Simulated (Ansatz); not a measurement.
## WSe2 (P6_3/mmc): a band-gap study from PBE to G0W0 at the band limit

Aim: a best estimate of the quasiparticle gap of WSe2 (P6_3/mmc), with each correction and its cost laid out.

Calculated with Ansatz 0.2.0; density functionals, hybrids, G0W0, plane waves, PAW.

The database entry behind the starting cell differs from later determinations by our own check (a about 0.2 % long), so it need not match the best structure at ambient conditions.

### Step 1. Starting point

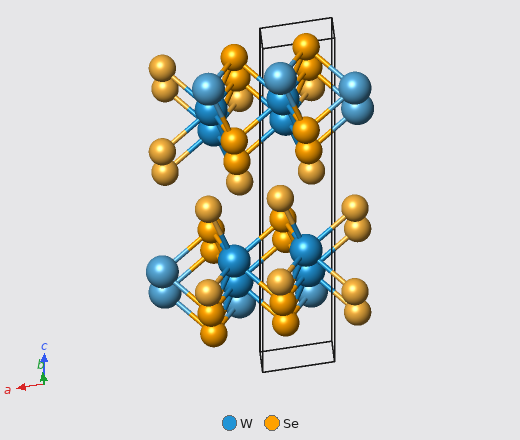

Start, viewed from a free direction; tungsten blue, selenium orange. 2×2×1 cells are drawn. Some periodic images of atoms are drawn too.

The cell and positions come from the Crystallography Open Database and are kept as given unless a step says otherwise. Spin-orbit coupling is left out unless a step names it. The default PAW set here is soft_2. Its files were made with PBE.

### Step 2. PBE bands

The cheap functional maps the bands first; the places of the edges decide which points the dearer methods must see.

This step: DFT, PBE, plane waves, PAW.

The input, input.yaml:

```yaml
crystal:
  lattice:
    - [3.29, 0.0, 0.0]
    - [-1.645, 2.8492235785, 0.0]
    - [0.0, 0.0, 12.97]
  atoms:
    - { symbol: W, position: [0.3333333333, 0.6666666667, 0.25] }
    - { symbol: W, position: [0.6666666667, 0.3333333333, 0.75] }
    - { symbol: Se, position: [0.3333333333, 0.6666666667, 0.621] }
    - { symbol: Se, position: [0.6666666667, 0.3333333333, 0.121] }
    - { symbol: Se, position: [0.3333333333, 0.6666666667, 0.879] }
    - { symbol: Se, position: [0.6666666667, 0.3333333333, 0.379] }
kpoints:
  mp_grid: { grid: [12, 12, 2] }
  band_path:
    path:
      - [[0.0, 0.0, 0.0], [0.5, 0.0, 0.0], [0.33333333, 0.33333333, 0.0], [0.0, 0.0, 0.0], [0.0, 0.0, 0.5], [0.5, 0.0, 0.5], [0.33333333, 0.33333333, 0.5], [0.0, 0.0, 0.5]]
      - [[0.5, 0.0, 0.5], [0.5, 0.0, 0.0]]
      - [[0.33333333, 0.33333333, 0.5], [0.33333333, 0.33333333, 0.0]]
    npoints: 10
hamiltonian:
  xc: pbe
scf:
  occupations: { method: fermi_dirac, width: 0.02 }
  n_extra_bands: 6
output:
  eigenvalues: true
  write_density: true
  write_potential: true
  elf: true
  volumetric_format: npy
```

Launch:

```
$ ansatz run input.yaml --threads 4 --pin off --max-ram 138240MiB --backend cuda --events-out ev --progress --plain --runs-dir out --devices 1 --max-vram 26GiB  # rebuilt from the run's record
```

Numbers of over 12 decimals in the logs are rounded to 6 here.

The log of the run:

```text
scf.n_extra_bands = 6 over 46 filled bands (N_el = 92.0): the run solves 52 bands
GPUs: using 1 of 1 available (devices: 1).
Engine: ansatz 0.2.0, x86_64-unknown-linux-gnu
Pseudopotentials: kind: paw
Pseudopotential: W, paw, valence charge 14, recommended cutoff 420 eV (normal), W.paw.azcp
Pseudopotential: Se, paw, valence charge 16, recommended cutoff 420 eV (normal), Se.paw.azcp
Functional definition: PBE
  parameter kappa = 0.804
  parameter beta = 0.066725
  exchange = pbe_x(kappa = kappa, mu = beta*pi^2/3)
  correlation = pbe_c(beta = beta)
device memory: the entry about to start is reckoned to put 4.1 GiB on a device that reports 67.7 GiB free (of which the cap on the GPU budget leaves the run 26.0 GiB)
GPU FFT provider: cuFFT
GPU libraries: cuBLAS 13.8.2, cuFFT 12.4.0, cuSOLVER 12.3.4
Crystal: 6 atoms, lattice volume = 121.580 Å³
Basis set: ecut = 420 eV, 2419 PW (Γ)
Bands: 52, of which v1, the nominal top of the filled ones, is band 46 counted from 1 (45 counted from 0)
Symmetry: 24 space group operations
Space group: P63/mmc (ITA 194), of the structure as read, at distance tolerance 5.0e-5 Å
k-points: 38 of 288
Non-local potential: W, projectors of the file, l = 0: 3, l = 1: 2, l = 2: 2, l = 3: 1
Non-local potential: Se, projectors of the file, l = 0: 2, l = 1: 2, l = 2: 3, l = 3: 1
PAW form: soft (Blöchl's): semilocal exchange-correlation on the pseudo side does not see the compensation charge
PAW one-centre angular grid: W, 590 points (default); XC on 64 Gauss nodes
PAW one-centre angular grid: Se, 590 points (default); XC on 64 Gauss nodes
Initial density: superposition of atomic densities (neutral atoms: chi_scale 0, normalization atom), corrected by the library's trained network
Initial wavefunctions: pseudopotential atomic-orbital guess
GPU buffer pool allocated for 51840 grid points (all kernels)
GPU transforms: local potential and band sums: pruned to the plane-wave sphere, on 24×24×90
Functional: x = pbe(κ = 0.804, μ = 0.219515), c = pbe(β = 0.066725)
SCF iter   1: F=—  HF=-42649.195806 eV  |F-HF|=—  |Δ(HF+E_count)|=         —  Δρ=4.31e-3  dr2=5.43e-3  ethr=1.77e-3  ⟨swp⟩=6.0  Hψ=6975  notcnv=0
preconditioner: auto → Resta (q_TF=auto, 2.604 Å⁻¹)  ε∞=7.4  [insulator: Δε(μ)=0.971 eV  Ē_g=7.989 eV  σ=0.020 eV  W_gap=1.00  n_scr=40 (ndim 8)  ℏωp=20.2 eV  f_vac=0.044  D(μ)=0.00/eV (n_scr^D=0)  ε∞_Penn≈7.4]
SCF iter   2: F=—  HF=-42649.204456 eV  |F-HF|=—  |Δ(HF+E_count)|=   8.65e-3  Δρ=2.52e-3  dr2=1.82e-3  ethr=5.90e-6  ⟨swp⟩=2.0  Hψ=3480  notcnv=0  defer=19
SCF iter   3: F=—  HF=-42649.208912 eV  |F-HF|=—  |Δ(HF+E_count)|=   4.46e-3  Δρ=3.30e-4  dr2=2.88e-4  ethr=1.98e-6  ⟨swp⟩=2.0  Hψ=2870  notcnv=0  defer=19
SCF iter   4: F=—  HF=-42649.208990 eV  |F-HF|=—  |Δ(HF+E_count)|=   7.78e-5  Δρ=8.66e-5  dr2=3.67e-6  ethr=3.13e-7  ⟨swp⟩=2.0  Hψ=3600  notcnv=0  defer=19
SCF iter   5: F=—  HF=-42649.209008 eV  |F-HF|=—  |Δ(HF+E_count)|=   1.74e-5  Δρ=2.94e-5  dr2=6.24e-7  ethr=3.99e-9  ⟨swp⟩=2.0  Hψ=3395  notcnv=0  defer=19
SCF iter   6: F=-42649.209009 eV  HF=-42649.209009 eV  |F-HF|=6.74e-8  |Δ(HF+E_count)|=   1.64e-6  Δρ=7.42e-6  dr2=7.64e-8  ethr=1.09e-10  ⟨swp⟩=2.9  Hψ=6121  notcnv=0
SCF 1 converged in 6 iterations: F = -42649.209009 eV  dr2 = 7.64e-8
[...]
device memory: the entry about to start is reckoned to put 6.9 GiB on a device that reports 67.7 GiB free (of which the cap on the GPU budget leaves the run 26.0 GiB)
NSCF: frozen V_eff on 93 k-points, pencils in batches of 32, up to order 232
SCF converged after 6 iterations
Free energy (F): -42649.209009 eV
Harris-Foulkes:  -42649.209009 eV  (|F-HF|=6.74e-8)
Internal energy: -42649.209009 eV  (E = F + TS)
E sigma→0 (E₀):  -42649.209009 eV
Fermi energy:    13.426764 eV
--- Per-component energies (eV) ---
  E_band       = -1683.245191
  E_kinetic    = 1379.655177
  E_local      = -11426.392972  (includes V_loc(G=0)·N_el)
  E_nonlocal   = -2379.712502
  E_hartree    = 5496.521539
  E_xc         = -953.321397
  E_vxc        = -873.931565  (∫ρ·V_xc dr)
  E_paw        = -24771.110923  (= ΣΔE_a)
  E_vpaw       = 624.109434  (= ΣTr[D̂ρ^β])
  E_aug_tail   = -0.002475  (compensation charges beyond the density's cutoff)
  E_ewald      = -9994.845457
  E_smearing   = -0.000000  (= −TS)
  E_closure    = -0.000000  (closes the sum)
  Σ components = -42649.209009   (vs F -42649.209009, Δ=0.00e0)
--- Band table (eV; the first three rows and the last of 38) ---
  k-point 0: bands = [... 42 lower, 11.4570, 11.8529, 11.8903, 12.9575, 15.5965, 15.5965, 15.6470, 15.6470, ... 2 higher]
  k-point 1: bands = [... 42 lower, 11.4294, 11.4294, 12.7410, 12.7410, 15.6020, 15.6020, 15.6020, 15.6020, ... 2 higher]
  k-point 2: bands = [... 42 lower, 11.3931, 11.8773, 12.0810, 12.7852, 15.3666, 15.4010, 15.4479, 15.5227, ... 2 higher]
  k-point 37: bands = [... 42 lower, 10.2229, 10.2229, 12.6170, 12.6170, 14.2840, 14.2840, 15.3886, 15.3886, ... 2 higher]
```

Elapsed: 13 s, on 1 × NVIDIA H100 80GB HBM3 (shared by 3 runs) with 4 threads of AMD EPYC 7R13 (Zen 3), shared host; peak memory 1 GiB.

The column dr2 measures how far the density is from self-consistency, as an energy; F and HF (Harris–Foulkes) agree once it is small.

Numbers from this step:

```yaml
filled_bands: 46
gap: 0.9743 eV
valence_top_at: Γ
conduction_bottom_at: k = (0.167, 0.167, 0.000)
least_direct_gap: 1.527 eV
```

The gap is indirect, with the least direct gap 0.55 eV higher.

The electronic bands at the labelled points (eV, zero at the top of the highest nominally filled band):

| point | band 43 | band 44 | band 45 | band 46 | band 47 | band 48 | band 49 | band 50 |
| --- | --- | --- | --- | --- | --- | --- | --- | --- |
| Γ | -1.50 | -1.10 | -1.07 | 0.00 | 2.64 | 2.64 | 2.69 | 2.69 |
| M | -1.43 | -1.36 | -1.28 | -1.11 | 2.13 | 2.17 | 2.31 | 2.65 |
| K | -2.55 | -2.55 | -0.45 | -0.20 | 1.33 | 1.33 | 1.90 | 3.08 |
| Γ | -1.50 | -1.10 | -1.07 | 0.00 | 2.64 | 2.64 | 2.69 | 2.69 |
| A | -1.53 | -1.53 | -0.22 | -0.22 | 2.64 | 2.64 | 2.64 | 2.64 |
| L | -1.34 | -1.34 | -1.24 | -1.24 | 2.14 | 2.14 | 2.51 | 2.51 |
| H | -2.73 | -2.73 | -0.34 | -0.34 | 1.33 | 1.33 | 2.43 | 2.43 |
| A | -1.53 | -1.53 | -0.22 | -0.22 | 2.64 | 2.64 | 2.64 | 2.64 |
| jump to L | -1.34 | -1.34 | -1.24 | -1.24 | 2.14 | 2.14 | 2.51 | 2.51 |
| M | -1.43 | -1.36 | -1.28 | -1.11 | 2.13 | 2.17 | 2.31 | 2.65 |
| jump to H | -2.73 | -2.73 | -0.34 | -0.34 | 1.33 | 1.33 | 2.43 | 2.43 |
| K | -2.55 | -2.55 | -0.45 | -0.20 | 1.33 | 1.33 | 1.90 | 3.08 |

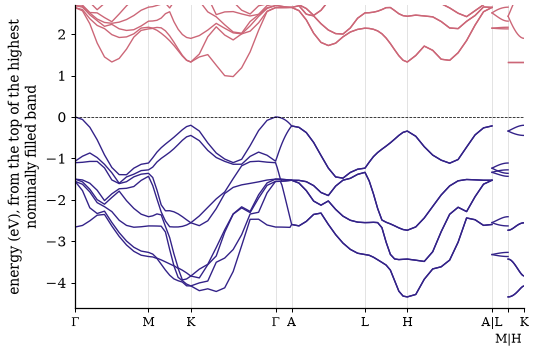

Electronic bands along the path; lines of filled and empty bands in two colours.

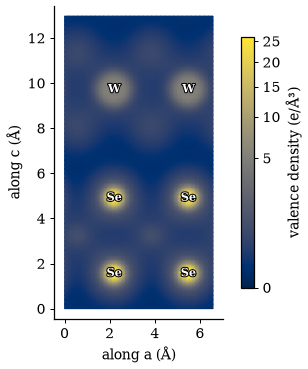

Valence density in the ac plane at fractional y = 0.333, with atoms of W and Se within 0.2 Å of it. It is the smooth field of the valence electrons, not physical close to the nuclei. The colour scale is stretched toward low values.

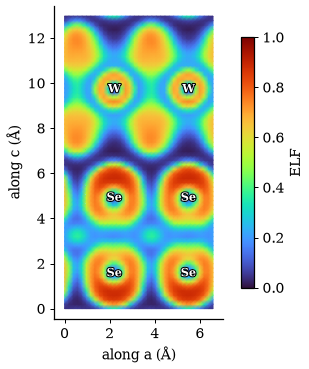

ELF in the ac plane at fractional y = 0.333, with atoms of W and Se within 0.2 Å of it. It is the smooth field of the valence electrons, not physical close to the nuclei.

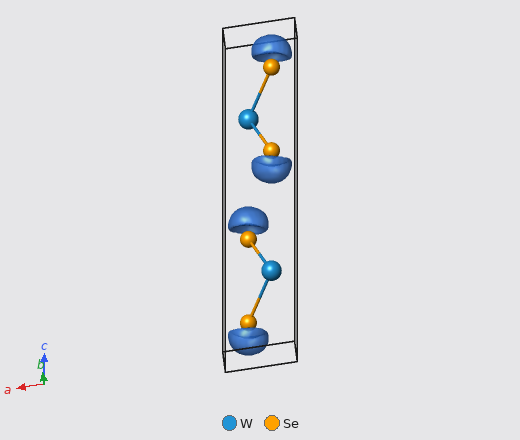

Surface of ELF = 0.81.

### Step 3. PBE+SOC

Spin-orbit coupling can split or shift the edges; a non-collinear run measures by how much.

This step: DFT, PBE with spin-orbit coupling, plane waves, PAW.

input.yaml, the sections that differ from step 2:

```yaml
kpoints:
  mp_grid: { grid: [12, 12, 2] }
  band_path:
    path:
      - [0.0, 0.0, 0.0]
      - [0.5, 0.0, 0.0]
      - [0.33333333, 0.33333333, 0.0]
      - [0.0, 0.0, 0.5]
      - [0.5, 0.0, 0.5]
      - [0.33333333, 0.33333333, 0.5]
      - [0.1666666667, 0.1666666667, 0.0]
    npoints: 1
scf:
  occupations: { method: fermi_dirac, width: 0.02 }
  n_extra_bands: 12
magnetization:
  noncollinear: true
  spin_orbit: true
output:
  eigenvalues: true
# crystal, hamiltonian: as in step 2
```

The log of the run:

```text
[...]
GPUs: using 1 of 1 available (devices: 1).
[...]
non-collinear run that drives no moment, with spin-orbit: no starting moment large enough to seed its density (crystal.atoms[].spin), no starting occupations that ask for one, no magnetisation constraint and no magnetic field, so the semilocal B_xc is pinned to zero
[...]
GPU FFT provider: cuFFT
[...]
k-point 0: bands = [... 88 lower, 11.9672, 11.9672, 13.0235, 13.0235, 15.4283, 15.4283, 15.4820, 15.4820, ... 8 higher]
  k-point 1: bands = [... 88 lower, 12.7978, 12.7978, 12.7978, 12.7978, 15.4462, 15.4462, 15.4462, 15.4462, ... 8 higher]
  k-point 2: bands = [... 88 lower, 12.1066, 12.1066, 12.8431, 12.8431, 15.3003, 15.3003, 15.3779, 15.3779, ... 8 higher]
  k-point 37: bands = [... 88 lower, 12.4064, 12.4064, 12.8564, 12.8564, 14.2406, 14.2406, 14.2808, 14.2808, ... 8 higher]
[key lines of the parts left out:]
SCF converged after 9 iterations
Magnetization: |M| = 0.0000 μB,  M = (+0.0000, +0.0000, +0.0000) μB
Free energy (F): -42699.066690 eV
Fermi energy:    13.457944 eV
```

The job ended after 8.6 s (1 × NVIDIA H100 80GB HBM3 (shared by 3 runs) with 4 threads; peak memory 1 GiB; 18 s of CPU time).

This step gave:

- gap: 0.9048 eV
- valence top at: Γ
- conduction bottom at: k = (0.167, 0.167, 0.000)
- least direct gap: 1.313 eV

The gap stands −0.07 eV against PBE.

### Step 4. HSE06

The screened hybrid is the usual rung above semilocal functionals: a quarter of exact exchange, cut off beyond a few ångström.

This step: DFT, HSE06, plane waves, PAW.

Edit input.yaml of step 3 so:

```diff
@@ -13,3 +13,3 @@
 kpoints:
-  mp_grid: { grid: [12, 12, 2] }
+  mp_grid: { grid: [6, 6, 2] }
   band_path:
@@ -25,10 +25,11 @@
 hamiltonian:
-  xc: pbe
+  xc: hse06
 scf:
-  occupations: { method: fermi_dirac, width: 0.02 }
-  n_extra_bands: 12
-magnetization:
-  noncollinear: true
-  spin_orbit: true
+  occupations: { method: fixed }
+  n_extra_bands: 6
 output:
   eigenvalues: true
+  write_density: true
+  write_potential: true
+  elf: true
+  volumetric_format: npy
```

The log of the run:

```text
[...]
GPUs: using 1 of 1 available (devices: 1).
[...]
davidson cushion auto → on  (no smearing: the cushion is to keep the highest requested band from converging to the state above it; pin scf.eigensolver.cushion to override)
[...]
GPU FFT provider: cuFFT
GPU libraries: cuBLAS 13.8.2, cuFFT 12.4.0, cuSOLVER 12.3.4
Crystal: 6 atoms, lattice volume = 121.580 Å³
Basis set: ecut = 420 eV, 2419 PW (Γ)
[...]
Fermi energy:    12.634012 eV
[...]
--- Band table (eV; the first three rows and the last of 14) ---
  k-point 0: bands = [... 42 lower, 10.9438, 11.3276, 11.4059, 12.6340, 15.9085, 15.9085, 15.9617, 15.9617, ... 2 higher]
  k-point 1: bands = [... 42 lower, 10.9119, 10.9119, 12.3695, 12.3695, 15.9102, 15.9102, 15.9102, 15.9102, ... 2 higher]
  k-point 2: bands = [... 42 lower, 10.5129, 11.3510, 11.4050, 11.8830, 14.8410, 15.4521, 15.4583, 15.5447, ... 2 higher]
  k-point 13: bands = [... 42 lower, 9.5026, 9.5026, 12.2768, 12.2768, 14.4100, 14.4100, 15.6929, 15.6929, ... 2 higher]
[key lines of the parts left out:]
Free energy (F): -42657.166890 eV
```

Elapsed: 34 s, on 1 × NVIDIA H100 80GB HBM3 (shared by 3 runs) with 4 threads; peak memory 1.5 GiB; 54 s of CPU time.

Numbers from this step:

* gap: 1.446 eV
* valence top at: Γ
* conduction bottom at: k = (0.167, 0.167, 0.000)
* least direct gap: 1.985 eV

The gap stands +0.47 eV against PBE.

### Step 5. HSE06+SOC

This step: DFT, HSE06 with spin-orbit coupling, plane waves, PAW.

Edit input.yaml of step 4 so:

```diff
@@ -27,4 +27,7 @@
 scf:
-  occupations: { method: fixed }
-  n_extra_bands: 6
+  occupations: { method: fermi_dirac, width: 0.02 }
+  n_extra_bands: 12
+magnetization:
+  noncollinear: true
+  spin_orbit: true
 output:
```

The log of the run:

```text
[...]
GPUs: using 1 of 1 available (devices: 1).
[...]
GPU FFT provider: cuFFT
GPU libraries: cuBLAS 13.8.2, cuFFT 12.4.0, cuSOLVER 12.3.4
Crystal: 6 atoms, lattice volume = 121.580 Å³
Basis set: ecut = 420 eV, 2419 PW (Γ)
Bands: 104, of which v1, the nominal top of the filled ones, is band 92 counted from 1 (91 counted from 0)
Symmetry: 24 space group operations + 24 with time reversal
[...]
--- Band table (eV; the first three rows and the last of 14) ---
  k-point 0: bands = [... 88 lower, 11.5420, 11.5420, 12.7126, 12.7126, 15.7207, 15.7207, 15.7774, 15.7774, ... 8 higher]
  k-point 1: bands = [... 88 lower, 12.4393, 12.4393, 12.4393, 12.4393, 15.7388, 15.7388, 15.7388, 15.7388, ... 8 higher]
  k-point 2: bands = [... 88 lower, 11.4829, 11.4829, 11.9387, 11.9387, 14.8415, 14.8415, 15.3613, 15.3613, ... 8 higher]
  k-point 13: bands = [... 88 lower, 12.0202, 12.0202, 12.5741, 12.5741, 14.3762, 14.3762, 14.3877, 14.3877, ... 8 higher]
[key lines of the parts left out:]
Magnetization: |M| = 0.0000 μB,  M = (+0.0000, +0.0000, +0.0000) μB
Free energy (F): -42666.091757 eV
Fermi energy:    13.375082 eV
```

Wall time 2.1 min (1 × NVIDIA H100 80GB HBM3 (shared by 3 runs) with 4 threads); peak memory 3.1 GiB.

Numbers from this step:

```yaml
gap: 1.360 eV
valence_top_at: Γ
conduction_bottom_at: k = (0.167, 0.167, 0.000)
least_direct_gap: 1.733 eV
```

The gap stands −0.09 eV against HSE06.

### Step 6. G0W0, 6×6×2 mesh, 318 empty bands, screening to 110 eV, hard PAW files

Now the one-shot GW correction: screening in the RPA, then the self-energy of the levels asked for. This step takes hard PAW files.

This step: G0W0 on PBE, plane waves, PAW.

The input, input.yaml:

```yaml
crystal:
  lattice:
    - [3.29, 0.0, 0.0]
    - [-1.645, 2.8492235785, 0.0]
    - [0.0, 0.0, 12.97]
  atoms:
    - { symbol: W, position: [0.3333333333, 0.6666666667, 0.25] }
    - { symbol: W, position: [0.6666666667, 0.3333333333, 0.75] }
    - { symbol: Se, position: [0.3333333333, 0.6666666667, 0.621] }
    - { symbol: Se, position: [0.6666666667, 0.3333333333, 0.121] }
    - { symbol: Se, position: [0.3333333333, 0.6666666667, 0.879] }
    - { symbol: Se, position: [0.6666666667, 0.3333333333, 0.379] }
kpoints:
  mp_grid: { grid: [6, 6, 2] }
hamiltonian:
  xc: pbe
  pseudopotentials: { kind: paw, source: ansatz }
scf:
  occupations: { method: fixed }
gw:
  n_empty_bands: 318
  ecut_chi: 110.0
  qp_bands: [v2, c2]
  qp_kpoints: band_edges
  screening: { model: contour_deformation }
```

The log of the run:

```text
GPUs: using 1 of 1 available (devices: 1).
[...]
GPU FFT provider: cuFFT
GPU libraries: cuBLAS 13.8.2, cuFFT 12.4.0, cuSOLVER 12.3.4
Crystal: 6 atoms, lattice volume = 121.580 Å³
Basis set: ecut = 760 eV, 5861 PW (Γ)
Bands: 72, of which v1, the nominal top of the filled ones, is band 60 counted from 1 (59 counted from 0)
Symmetry: 24 space group operations
[...]
k-points: 14 of 72
[...]
1    62     17.5663   -13.8598    -4.0399   -18.1698  0.7552    17.8378    17.8363  root
[...]
13    59     14.5838   -18.3914     0.4982   -17.7336  0.7533    14.4239    14.4242  root
    13    60     14.5838   -18.3914     0.4982   -17.7336  0.7533    14.4239    14.4242  root
    13    61     16.2499   -15.5769    -3.8329   -19.6915  0.7471    16.5328    16.5315  root
    13    62     16.2499   -15.5769    -3.8329   -19.6915  0.7471    16.5328    16.5315  root
[key lines of the parts left out:]
SCF converged after 10 iterations
Free energy (F): -57642.162479 eV
Fermi energy:    14.919853 eV
```

Wall time 36 s (1 × NVIDIA H100 80GB HBM3 (shared by 3 runs) with 4 threads); peak memory 2 GiB; 48 s of CPU time.

Numbers from this step:

| Item | Value |
| --- | --- |
| bands summed | 378 |
| RPA ε∞ on this mesh (eigenvalues) | 7.124, 15.37, 15.37 |
| plane waves in the screening matrix | 317 |
| G0W0 gap on the mesh | 1.253 eV |
| k of the valence top | 0, 0, 0 |
| k of the conduction bottom | 0.1667, 0.1667, 0 |
| starting gap on the mesh | 0.9770 eV |
| least direct G0W0 gap on the computed points | 1.947 eV |

The gap on the mesh goes from 0.98 eV to 1.25 eV, a correction of +0.28 eV. Between the two edge states, bare exchange in place of the xc potential would open the gap by 4.35 eV, and correlation takes back 4.07 eV.

### Step 7. G0W0, 6×6×2 mesh, 723 empty bands, screening to 190 eV, hard PAW files

Bands and screening cutoff are moved together, since each hides the error of the other.

Edit input.yaml of step 6 so:

```diff
@@ -20,4 +20,4 @@
 gw:
-  n_empty_bands: 318
-  ecut_chi: 110.0
+  n_empty_bands: 723
+  ecut_chi: 190.0
   qp_bands: [v2, c2]
```

The log of the run:

```text
GPUs: using 1 of 1 available (devices: 1).
[...]
GPU FFT provider: cuFFT
GPU libraries: cuBLAS 13.8.2, cuFFT 12.4.0, cuSOLVER 12.3.4
Crystal: 6 atoms, lattice volume = 121.580 Å³
Basis set: ecut = 760 eV, 5861 PW (Γ)
Bands: 72, of which v1, the nominal top of the filled ones, is band 60 counted from 1 (59 counted from 0)
Symmetry: 24 space group operations
[...]
k-points: 14 of 72
[...]
1    62     17.5663   -13.8598    -4.2879   -18.1698  0.7545    17.5884    17.5884  root
[...]
13    59     14.5838   -18.3914     0.2723   -17.7336  0.7513    14.1965    14.1983  root
    13    60     14.5838   -18.3914     0.2723   -17.7336  0.7513    14.1965    14.1983  root
    13    61     16.2499   -15.5769    -4.0812   -19.6915  0.7436    16.2832    16.2832  root
    13    62     16.2499   -15.5769    -4.0812   -19.6915  0.7436    16.2832    16.2832  root
[key lines of the parts left out:]
SCF converged after 10 iterations
Free energy (F): -57642.162479 eV
Fermi energy:    14.919853 eV
```

Elapsed: 86 s, on 1 × NVIDIA H100 80GB HBM3 (shared by 3 runs) with 4 threads; peak memory 3.6 GiB.

Numbers from this step:

| Property | Result |
| --- | --- |
| bands summed | 783 |
| RPA ε∞ on this mesh (eigenvalues) | 7.117, 15.26, 15.26 |
| plane waves in the screening matrix | 749 |
| G0W0 gap on the mesh | 1.294 eV |
| k of the valence top | 0, 0, 0 |
| k of the conduction bottom | 0.1667, 0.1667, 0 |
| starting gap on the mesh | 0.9770 eV |
| least direct G0W0 gap on the computed points | 1.936 eV |

Against the run with 6×6×2 mesh, 318 empty bands, screening to 110 eV, hard PAW files, the gap moves by +0.04 eV.

[end of part 1 of 2]

[Paths, hosts, dates, memory and timing lines, banners, echoed tables and standing remarks are left out of the program output.]

[Logs are printed without paths, hosts, clocks, repeated set-up lines and the standing remarks that a program may print on its own settings, such as how far it seeks lower states.]

[Runs of the session that timed out or met a known fault of the program may be left out.]

[Cells called generated may have been cut or substituted from an entry of the Crystallography Open Database or the Materials Project.]

[Hosts, paths, dates, database ids (printed as entryN), source tags and the programs' standing remarks are cut or masked in the printed files.]
